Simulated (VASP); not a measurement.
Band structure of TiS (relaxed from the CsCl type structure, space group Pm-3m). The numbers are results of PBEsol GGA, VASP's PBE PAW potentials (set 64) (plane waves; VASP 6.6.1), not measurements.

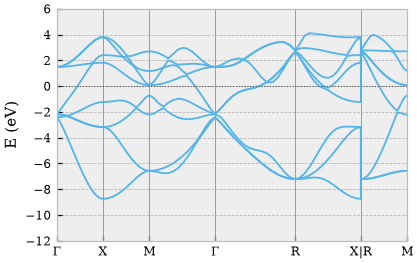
Fig. 1. Bands along high-symmetry lines, zero at the valence-band maximum or, without a gap, the Fermi level

Task: Read the plot: is there a gap, and where are the band edges?

Result: It has no gap at this level: it comes out as a metal or semimetal. (Edges off the drawn lines would not show.)

The structure was generated: TiS was put into the CsCl type type (Pm-3m), which need not be its known phase. It was relaxed first, which changed the volume by -33 %.
